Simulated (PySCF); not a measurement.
**What a change does: NMR shielding calculation on C3H9AlF2O**

System: C3H9AlF2O.
Method of the first run: GIAO PBE0/pcSseg-1 NMR shielding, non-relativistic, gas phase (PySCF 2.14.0).

The geometry comes from this level: PBE0-D3(BJ)/def2-SVP. Text and figures count atoms from 1; the logs count them from 0 in places.

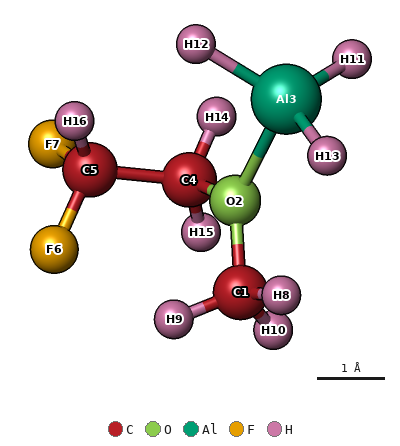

**Figure 1.** The structure (ball-and-stick view, seen at a tilt; atoms are numbered from 1 in the order of the input). Sticks mark near contacts.

### The input, the first run
```
{"job": {"kind": "nmr", "xc": "PBE0", "basis": "pcSseg-1"}, "charge": 0, "multiplicity": 1}
C     -0.557757     1.588332    -0.447723
O     -0.471837     0.186802    -0.190005
Al    -1.819115    -0.879208     0.850180
C      0.661096    -0.495645    -0.697298
C      1.836478    -0.423351     0.254276
F      2.276499     0.854489     0.346700
F      2.831842    -1.173550    -0.255269
H     -1.516518     1.920295    -0.033463
H      0.271826     2.118049     0.038017
H     -0.538556     1.761871    -1.534479
H     -2.221797    -1.937884    -0.285713
H     -0.846388    -1.434313     2.002827
H     -2.829746     0.310106     1.207154
H      0.370447    -1.546711    -0.838807
H      0.953950    -0.073149    -1.672039
H      1.581188    -0.780240     1.266157
```

The first line tells a small driver script what to run in PySCF; the rest is the geometry in Å.

Launched with:
```bash
OMP_NUM_THREADS=1 python <driver script> task.json out
```

Hardware: 1 CPU thread, shared host.

### Output (the first run)
```
coarse grid: 13720 points
cycle   1  E = -636.3176722659  dE =  5.953e-01  |g| = 7.303e-01  |ddm| = 3.258e+00
cycle   2  E = -636.2418956302  dE =  7.578e-02  |g| = 1.036e+00  |ddm| = 9.021e-01
cycle   3  E = -636.4073423916  dE = -1.654e-01  |g| = 5.624e-02  |ddm| = 5.420e-01
cycle   4  E = -636.4078489469  dE = -5.066e-04  |g| = 2.234e-02  |ddm| = 4.837e-02
cycle   5  E = -636.4079216809  dE = -7.273e-05  |g| = 9.600e-03  |ddm| = 1.707e-02
cycle   6  E = -636.4079356616  dE = -1.398e-05  |g| = 1.709e-03  |ddm| = 6.071e-03
cycle   7  E = -636.4079362203  dE = -5.587e-07  |g| = 3.880e-04  |ddm| = 1.575e-03
final grid: 128280 points
cycle   8  E = -636.4724107825  dE = -4.010e-05  |g| = 1.129e-02  |ddm| = 2.358e-02
cycle   9  E = -636.4723900307  dE =  2.075e-05  |g| = 1.603e-02  |ddm| = 1.362e-02
cycle  10  E = -636.4724335159  dE = -4.349e-05  |g| = 1.179e-03  |ddm| = 8.008e-03
cycle  11  E = -636.4724338200  dE = -3.041e-07  |g| = 2.361e-04  |ddm| = 1.103e-03
cycle  12  E = -636.4724338295  dE = -9.506e-09  |g| = 1.076e-04  |ddm| = 2.158e-04
cycle  13  E = -636.4724338310  dE = -1.541e-09  |g| = 2.592e-05  |ddm| = 6.946e-05
cycle  14  E = -636.4724338311  dE = -1.091e-10  |g| = 4.253e-06  |ddm| = 1.948e-05
converged SCF energy = -636.4724338311

GIAO shielding tensors (ppm)
atom      isotropic    diamagn.    paramagn.     s11        s22        s33       span
  0 C      119.175     246.357    -127.182     80.400     95.169    181.956    101.555
  1 O      331.168     401.878     -70.710    290.795    325.278    377.432     86.637
  2 Al     396.831     795.147    -398.316    359.916    397.060    433.517     73.601
  3 C      111.018     248.247    -137.229     86.449     94.839    151.766     65.316
  4 C       67.630     244.759    -177.130     50.220     69.437     83.233     33.014
  5 F      311.514     474.278    -162.764    224.360    334.717    375.466    151.106
  6 F      322.075     468.233    -146.158    218.532    332.046    415.646    197.114
  7 H       26.946      29.693      -2.747     22.448     25.941     32.448     10.000
  8 H       27.181      30.080      -2.900     22.324     26.745     32.473     10.149
  9 H       27.947      29.492      -1.545     24.569     25.120     34.152      9.583
 10 H       26.964      29.717      -2.753     23.837     26.011     31.044      7.208
 11 H       26.985      30.200      -3.215     23.495     26.905     30.553      7.058
 12 H       27.045      30.019      -2.974     23.752     26.447     30.936      7.184
 13 H       27.156      30.396      -3.240     22.753     27.797     30.917      8.164
 14 H       28.073      30.387      -2.314     24.602     27.629     31.988      7.386
 15 H       25.011      29.135      -4.124     22.582     24.434     28.017      5.434
```

The second run used a changed input.

### The two runs side by side

```csv
quantity,the first run,the second run
outcome,converged,converged
total energy (hartree),−636.472434,−636.882411
HOMO (eV),−7.60,−8.99
LUMO (eV),0.08,1.08
dipole moment (D),3.54,3.56
shielding of C1 (ppm),119.2,117.0
shielding of O2 (ppm),331.2,333.6
shielding of Al3 (ppm),396.8,393.9
shielding of C4 (ppm),111.0,107.9
shielding of C5 (ppm),67.6,63.6
shielding of F6 (ppm),311.5,313.2
shielding of F7 (ppm),322.1,323.7
SCF iterations,14,12
basis functions,171,171
wall time (shared host),29 s,25 s
```

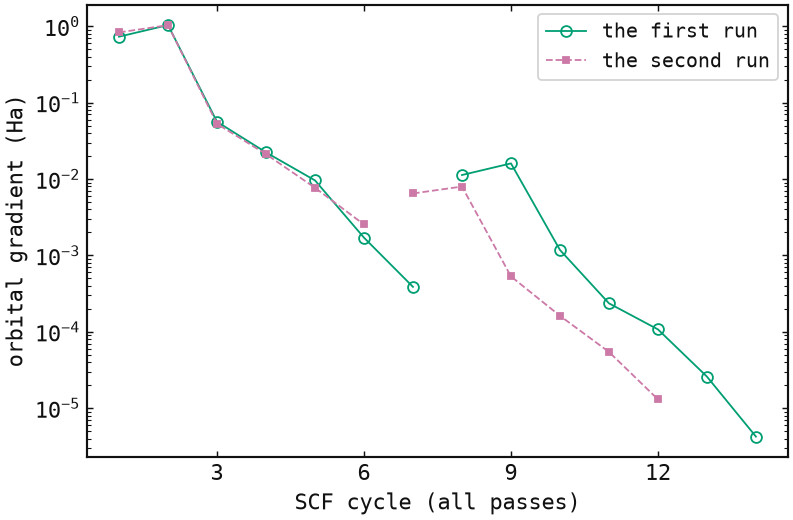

**Figure 2.** Convergence of the two runs: orbital gradient against the SCF cycle. A break in a curve parts two SCF passes (coarse and final grid). The first run takes 14 cycles in all, and the second run takes 12.

Which change of the input explains these differences?

The change (lines with − go, lines with + come):
```diff
-"xc": "PBE0"
+"xc": "CAM-B3LYP"
+"pop": false
```

The total energies belong to different methods, so their difference says nothing on which is more stable or more accurate. The HOMO goes from −7.60 to −8.99 eV. The LUMO goes from 0.08 to 1.08 eV. Of all shieldings, the largest change is that of C5, by −4.0 ppm. The functional changes from PBE0 to CAM-B3LYP. The SCF takes 12 iterations against 14.

### Output (the second run)
```
coarse grid: 13720 points
cycle   1  E = -636.6919384854  dE =  6.901e-01  |g| = 8.309e-01  |ddm| = 3.211e+00
cycle   2  E = -636.6542367679  dE =  3.770e-02  |g| = 1.033e+00  |ddm| = 9.058e-01
cycle   3  E = -636.8128507985  dE = -1.586e-01  |g| = 5.288e-02  |ddm| = 4.848e-01
cycle   4  E = -636.8132979217  dE = -4.471e-04  |g| = 2.117e-02  |ddm| = 4.833e-02
cycle   5  E = -636.8133766677  dE = -7.875e-05  |g| = 7.694e-03  |ddm| = 1.896e-02
cycle   6  E = -636.8133860123  dE = -9.345e-06  |g| = 2.542e-03  |ddm| = 5.714e-03
final grid: 128280 points
cycle   7  E = -636.8824034835  dE = -2.983e-05  |g| = 6.476e-03  |ddm| = 1.384e-02
cycle   8  E = -636.8824005753  dE =  2.908e-06  |g| = 7.975e-03  |ddm| = 6.826e-03
cycle   9  E = -636.8824106685  dE = -1.009e-05  |g| = 5.314e-04  |ddm| = 3.663e-03
cycle  10  E = -636.8824107236  dE = -5.516e-08  |g| = 1.620e-04  |ddm| = 4.686e-04
cycle  11  E = -636.8824107293  dE = -5.680e-09  |g| = 5.457e-05  |ddm| = 1.484e-04
cycle  12  E = -636.8824107297  dE = -4.075e-10  |g| = 1.307e-05  |ddm| = 3.566e-05
converged SCF energy = -636.8824107297

GIAO shielding tensors (ppm)
atom      isotropic    diamagn.    paramagn.     s11        s22        s33       span
  0 C      117.025     245.145    -128.119     77.916     92.747    180.413    102.496
  1 O      333.555     402.671     -69.116    295.147    326.311    379.208     84.060
  2 Al     393.921     794.872    -400.951    357.655    394.564    429.544     71.889
  3 C      107.933     247.614    -139.681     83.188     91.799    148.813     65.625
  4 C       63.586     244.294    -180.708     46.734     65.004     79.021     32.287
  5 F      313.221     475.169    -161.948    224.875    336.493    378.293    153.418
  6 F      323.681     468.895    -145.214    219.519    333.664    417.858    198.339
  7 H       26.970      29.660      -2.689     22.485     25.996     32.430      9.945
  8 H       27.228      30.139      -2.911     22.375     26.838     32.472     10.097
  9 H       27.991      29.517      -1.525     24.624     25.193     34.157      9.533
 10 H       27.165      29.850      -2.685     24.056     26.175     31.263      7.207
 11 H       27.192      30.349      -3.157     23.727     27.080     30.768      7.041
 12 H       27.239      30.121      -2.882     23.984     26.612     31.122      7.138
 13 H       27.207      30.474      -3.266     22.821     27.868     30.934      8.113
 14 H       28.103      30.440      -2.337     24.661     27.680     31.969      7.309
 15 H       25.068      29.275      -4.206     22.643     24.501     28.060      5.417
```
